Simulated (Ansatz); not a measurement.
The figure comes from a scan of CsPbBr₃ (cubic perovskite): one Cs atom of a 5-atom cell moves by u along (1.00, 0.00, 0.00) and v along (0.00, 0.00, 1.00). Calculation: PBE (plane waves to 420 eV, PAW, scalar-relativistic; Ansatz, a first-principles code). k mesh 5×5×5 (Γ-centred), Fermi-Dirac smearing 0.05 eV. Fu and Fv are the components of the force on the atom. CsPbBr3 was relaxed with its symmetry unable to fall. Spin-orbit coupling is left out, though Pb is heavy. This is a high-temperature form of CsPbBr3. 

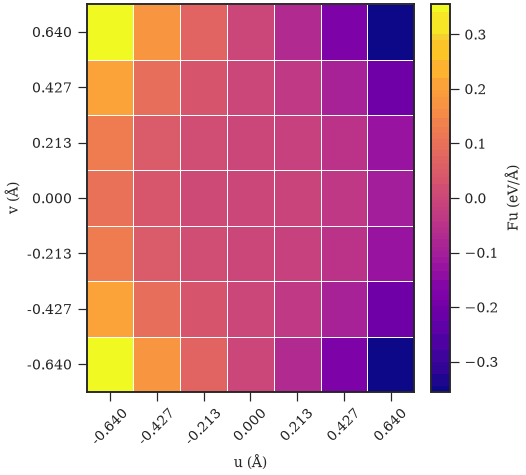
Figure: Fu (eV/Å), one tile a computed point.

Turn the plot into a table (rounded to what can be read).

To the nearest 0.1:

Fu (eV/Å), with u across and v down:

```tsv
v \ u	-0.640	-0.427	-0.213	0.000	0.213	0.427	0.640
-0.640	0.4	0.2	0.1	0.0	-0.1	-0.2	-0.4
-0.427	0.2	0.1	0.0	0.0	0.0	-0.1	-0.2
-0.213	0.1	0.0	0.0	0.0	0.0	0.0	-0.1
0.000	0.1	0.0	0.0	0.0	0.0	0.0	-0.1
0.213	0.1	0.0	0.0	0.0	0.0	0.0	-0.1
0.427	0.2	0.1	0.0	0.0	0.0	-0.1	-0.2
0.640	0.4	0.2	0.1	0.0	-0.1	-0.2	-0.4
```

(A displaced cell: forces are minus the slopes of the energy, force constants its curvatures, and phonons follow from these.)
